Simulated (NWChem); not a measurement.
# MP4(SDQ)/def2-SVP (core potential) run of InHF2 (SMILES [F][InH][F])

Aim: the energy change on altering one bond length of InHF2 at MP4(SDQ)/def2-SVP (core potential), from 2 runs. 

The results are computed with NWChem 7.3.0.

**1. The structure to begin with**

InHF2 has 4 atoms, charge 0, and is taken as a singlet. As SMILES, `[F][InH][F]`. The coordinates come from a PBE0-D4/def2-TZVP relaxation.

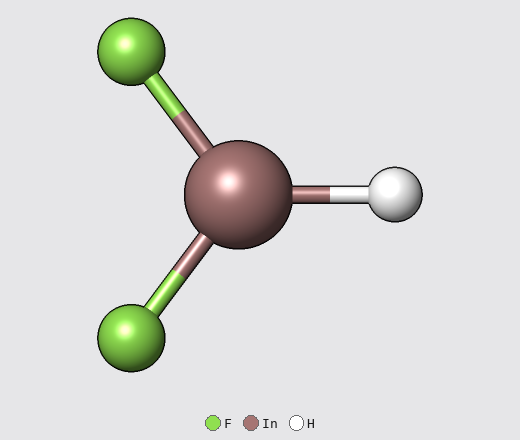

The structure, seen from a chosen angle (fluorine green, indium brown, hydrogen white).

**2. A single-point energy at MP4(SDQ)/def2-SVP (core potential)**

f2hin.nw

```
echo
START f2hin
TITLE "F2HIn mp4(sdq)"
memory stack 880 mb heap 220 mb global 1100 mb
charge 0
GEOMETRY units angstroms noautoz
  F       -1.694300      -0.668800       0.241700
  In       0.043800       0.113800      -0.088400
  F        1.340800      -1.004700       0.811200
  H        0.365400       1.499400      -0.984800
END
BASIS spherical
  * library def2-SVP
END
ECP
  In library def2-ecp
END
SCF
  maxiter 60
  direct
  print medium
END
TCE
  scf
  mbpt4(sdq)
  freeze core 6
  maxiter 100
END
TASK tce energy
```

Launch:

```console
$ nwchem f2hin.nw > f2hin.out
```

The log of the run:

```text
[...]
 Group name             C2v
[...]
  functions       =    59
[...]
  wavefunction    = RHF
[...]
         Total SCF energy =   -388.538997120935
      One-electron energy =   -867.973259373308
      Two-electron energy =    352.680619662574
 Nuclear repulsion energy =    126.753642589799
        Time for solution =      3.2s
[...]
         Wavefunction type : Restricted Hartree-Fock
          No. of electrons :    40
[...]
         Spin multiplicity : singlet
[...]
 Warning: unknown model (tce_tile.F)
[...]
```

Wall time 9.3 s (1 thread of Intel Xeon Platinum 8488C (Sapphire Rapids), shared host); peak memory 0.28 GiB.

**3. The distorted shape at the same level**

run.nw

```
start run
title "F2HIn energy"
memory total 2200 mb

geometry units angstroms
zmatrix
  F
  In 1 1.934534
  F 2 1.741106 1 106.8052
  H 2 1.681323 3 126.59527 1 -179.99452
end
end

basis spherical
* library def2-SVP
end

ecp
In library def2-ecp
end

scf
maxiter 60
direct
print medium
end

tce
scf
mbpt4(sdq)
freeze core 6
maxiter 100
end

task tce energy
```

Launch:

```console
$ nwchem run.nw > run.out
```

The log of the run:

```text
[...]
 Group name             Cs
[...]
  functions       =    59
[...]
  wavefunction    = RHF
[...]
         Total SCF energy =   -388.514038524630
      One-electron energy =   -880.911404606845
      Two-electron energy =    359.100042753140
 Nuclear repulsion energy =    133.297323329075
        Time for solution =      4.3s
[...]
         Wavefunction type : Restricted Hartree-Fock
          No. of electrons :    40
[...]
         Spin multiplicity : singlet
[...]
 Warning: unknown model (tce_tile.F)
[...]
```

Run time: 9.6 s. Hardware: 1 thread of Intel Xeon Platinum 8488C (Sapphire Rapids), shared host; peak memory 0.32 GiB.

**4. Outcome**

Level: MP4(SDQ)/def2-SVP (core potential), 6 core orbitals frozen.

| quantity | value |
| --- | --- |
| first shape: total energy | -389.01474 Eh |
| first shape: HOMO energy (Hartree–Fock orbitals) | -13.60 eV |
| first shape: LUMO energy (Hartree–Fock orbitals) | 0.83 eV |
| first shape: HOMO–LUMO gap (Hartree–Fock orbitals) | 14.43 eV |
| first shape: correlation energy (6 core orbitals frozen) | -475.7 mEh |
| distorted shape: total energy | -388.98652 Eh |
| distorted shape: HOMO energy (Hartree–Fock orbitals) | -13.34 eV |
| distorted shape: LUMO energy (Hartree–Fock orbitals) | 1.06 eV |
| distorted shape: HOMO–LUMO gap (Hartree–Fock orbitals) | 14.40 eV |
| distorted shape: correlation energy (6 core orbitals frozen) | -472.5 mEh |
| energy change with the In2–F3 bond shortened from 1.935 to 1.741 Å | 0.768 eV |

What this shows: With the In2–F3 bond shortened from 1.935 to 1.741 Å the energy rises by 0.77 eV (17.7 kcal/mol). The first shape isn't relaxed at this level, so the change isn't measured from a minimum. Mulliken charges (first shape) run from -0.61 on F1 to +1.32 on In2.
